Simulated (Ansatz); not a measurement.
## Electronic structure of ClH$_{2}$Si···H···SiH$_{4}$ in real space

Input file:

```
crystal:
  periodic: [false, false, false]
  atoms:
    - {symbol: Si, position_ang: [-0.648084, 0.891363, -0.612485]}
    - {symbol: H, position_ang: [-0.383194, -0.916423, -0.485154]}
    - {symbol: H, position_ang: [-2.117808, 0.754287, -0.446205]}
    - {symbol: H, position_ang: [-0.240126, 2.172619, 0.022127]}
    - {symbol: Cl, position_ang: [-0.184892, 1.064647, -2.614500]}
    - {symbol: H, position_ang: [-0.059042, -1.769157, -0.025277]}
    - {symbol: Si, position_ang: [0.768290, -0.619598, 0.863723]}
    - {symbol: H, position_ang: [-0.554637, -0.507289, 1.559659]}
    - {symbol: H, position_ang: [1.710321, -0.663218, -0.287180]}
    - {symbol: H, position_ang: [1.709171, -0.407231, 2.025192]}
basis:
  gaussian: {orbitals: def2-TZVPP}
hamiltonian: {xc: pbe0, dispersion: d4}
output: {orbitals: {seedname: orbitals}}
```

Command:

```sh
ansatz run in.yaml --threads 4 --pin off --events-out ev --progress --plain --max-ram 9574MiB
```

A transition-state structure; geometry: PBE0-D4/def2-TZVP.

Theory: RKS PBE0-D4/def2-TZVPP in Ansatz 0.2.0.

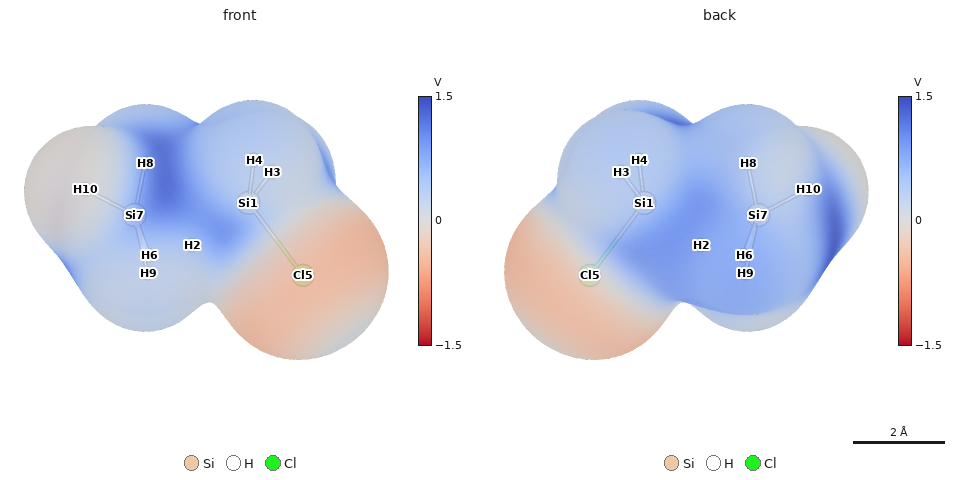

Figure 1. The molecular electrostatic potential painted on the density surface at 0.002 e/bohr³, seen from the front and from behind; the colour scale runs from red (negative) to blue (positive).

Which sites attract a positive test charge, and which a negative one?

Answer. A positive charge is drawn to the negative regions and a negative charge to the positive ones. The most negative region (about −0.4 V, or −9 kcal/mol for a unit charge) lies over Cl5, the most positive (about +1.3 V, or +30 kcal/mol for a unit charge) over Si7.

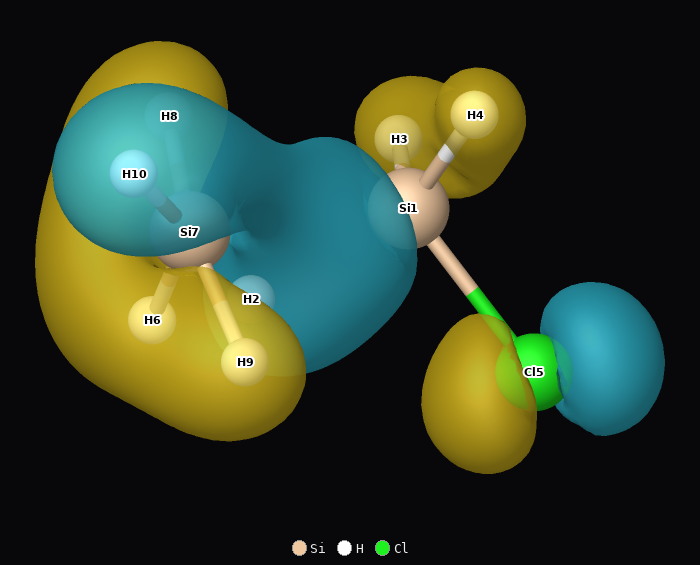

Figure 2. The HOMO at ±0.1 Å⁻³ᐟ² (yellow and cyan are the two phases), seen at a tilt.

Describe this orbital and give its energy.

Answer. By Hirshfeld shares it lies mainly on Si7 (about 25 %), Si1 (about 20 %), Cl5 (about 10 %), H10 (about 10 %), H2 (about 10 %) and H8 (about 5 %). Its energy is −7.47 eV.

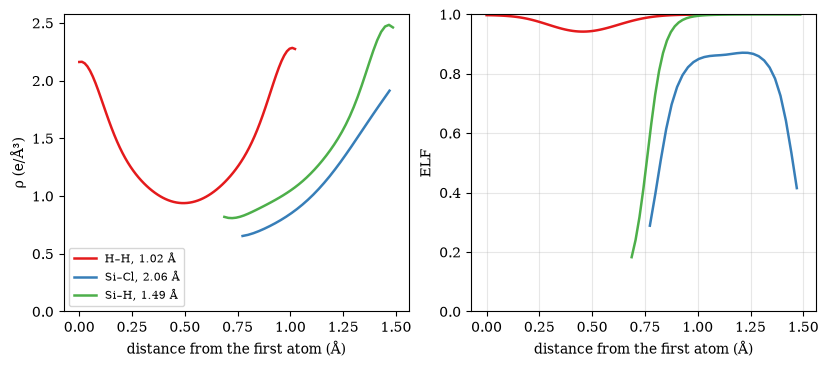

Figure 3. Electron density and electron localisation function along straight lines between neighbouring atoms. The curves leave out the atomic cores.

What can be read from the curves?

Answer. H2···H6 (1.02 Å): the density falls to about 0.94 e/Å³ on the way; the ELF is about 0.95 at the midpoint.
Si–Cl (2.06 Å): ρ at the midpoint is about 0.89 e/Å³; the ELF peaks at about 0.85 between the atoms; a shared but strongly polarised pair.
Si–H (1.49 Å): ρ is about 0.81 e/Å³ halfway; the ELF climbs to about 1 towards the hydrogen, as it does in any bond to H.

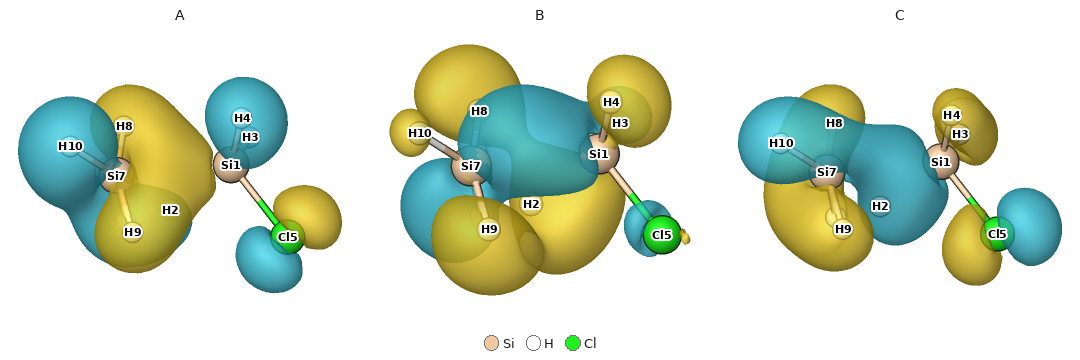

Figure 4. Three frontier orbitals at ±0.08 Å⁻³ᐟ² (yellow and cyan are the two phases), in no order.

Which picture is the HOMO−1, the HOMO and the LUMO?

Answer. A is the HOMO−1 (−8.42 eV). By Hirshfeld shares it lies mainly on Si7 (about 30 %), H10 (about 15 %), Si1 (about 10 %), H6 (about 10 %), H9 (about 10 %) and Cl5 (about 10 %). C is the HOMO (−7.47 eV). By Hirshfeld shares it lies mainly on Si7 (about 25 %), Si1 (about 20 %), Cl5 (about 10 %), H10 (about 10 %), H2 (about 10 %) and H8 (about 5 %). B is the LUMO (−1.40 eV). By Hirshfeld shares it lies mainly on Si7 (about 30 %), Si1 (about 20 %), H2 (about 10 %), H8 (about 10 %), H9 (about 10 %) and H6 (about 10 %).

What is the HOMO–LUMO gap?

Answer. 6.07 eV between the orbital energies.
